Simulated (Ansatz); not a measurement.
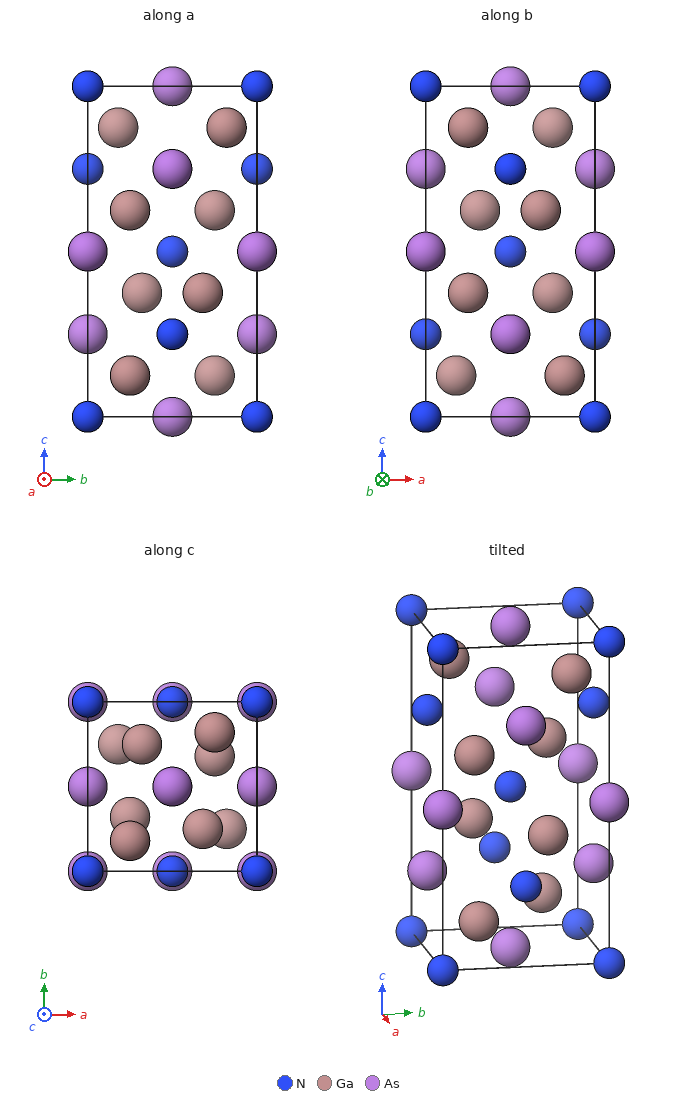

We look at a spheres-only model of the crystal along the a axis, along the b axis, along the c axis and slightly off an axis. Thin lines show the conventional unit cell, with boundary atoms drawn in all their periodic places.

Lattice parameters: a = 5.099 Å, b = 5.099 Å, c = 9.954 Å, α = 90.00°, β = 90.00°, γ = 90.00°. Put a along x and b in the xy plane.

**From the views, write a POSCAR file, with free fractional coordinates to two decimals.**

```
N Ga As
1.0
     5.099    0.000    0.000
     0.000    5.099    0.000
     0.000    0.000    9.954
N Ga As
4 8 4
Direct
  0.00 0.50 0.25
  0.50 0.50 0.50
  0.50 0.00 0.75
  0.00 0.00 0.00
  0.32 0.75 0.6250
  0.25 0.32 0.3750
  0.68 0.25 0.6250
  0.75 0.68 0.3750
  0.82 0.25 0.1250
  0.75 0.82 0.8750
  0.18 0.75 0.1250
  0.25 0.18 0.8750
  0.50 0.00 0.25
  0.00 0.00 0.50
  0.00 0.50 0.75
  0.50 0.50 0.00
```

It derives from a structure type filled with these elements by a generator (whether the compound takes this form wasn't checked). The final geometry of a relaxation with DFT, r2SCAN, plane waves, PAW in Ansatz 0.2.0 is shown.
